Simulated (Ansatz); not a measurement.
# Hypothetical CdI2 type BeI2, thickness series

Base system: BeI₂ in the CdI2 type structure (space group P-3m1, No. 164; a = 3.7920 Å, c = 6.5845 Å; a hypothetical phase, not in the database extracts checked).

Free-standing slabs (3 atom(s) a layer) normal to the stacking axis with 15 Å of vacuum; in-plane cell relaxed.

Levels (all Ansatz, an electronic-structure program, PAW): PBE-D3(BJ) (420 eV, no spin-orbit coupling); r2SCAN+rVV10 (500 eV, no SOC).

The base cell above is that of PBE-D3(BJ); each level relaxes its own structures.

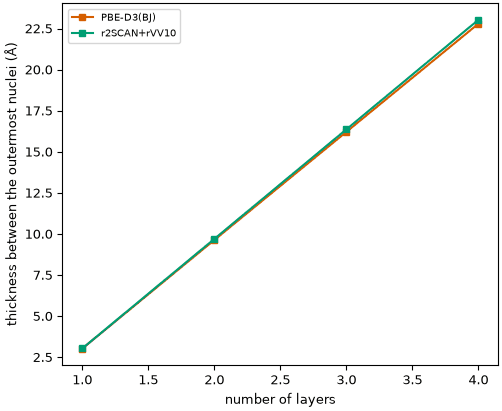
Figure. Thickness between the outermost nuclei under two levels

Task: How do the two levels compare along the series?

Result: The two levels differ by at most about 0.23 Å. They put the cases in the same order.

Stability against distortions was not tested.
